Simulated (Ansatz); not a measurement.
The figure comes from a scan of HfN (rock salt): one Hf atom of a 4-atom cell moves by s towards the nearest neighbour, with its periodic images. Computed with PBE (plane waves to 420 eV, PAW, scalar-relativistic; Ansatz, a program for electronic structure). k mesh 7×14×14 (Γ-centred), Fermi-Dirac smearing 0.05 eV. The energy includes the smearing's −TS. With partly filled bands, energies and forces of such displacements shift with the k mesh and the smearing. HfN is run without spin polarisation. HfN was relaxed with its symmetry unable to fall. Spin-orbit coupling is left out, though Hf is heavy. The PAW data are Ansatz's earlier set. The zero of ΔE is the undisplaced structure.

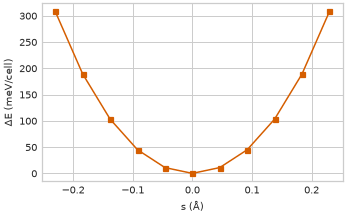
*ΔE (meV/cell) against s (Å); computed points joined by lines.*

Problem. Turn the plot into a table (rounded to what can be read).

Solution. To the nearest 5:

```
s (Å)   ΔE (meV/cell)
------  -------------
-0.230            310
-0.184            190
-0.138            105
-0.092             45
-0.046             10
0.000               0
0.046              10
0.092              45
0.138             105
0.184             190
0.230             310
```

(A displaced cell: forces are minus the slopes of the energy, force constants its curvatures, and phonons follow from these.)
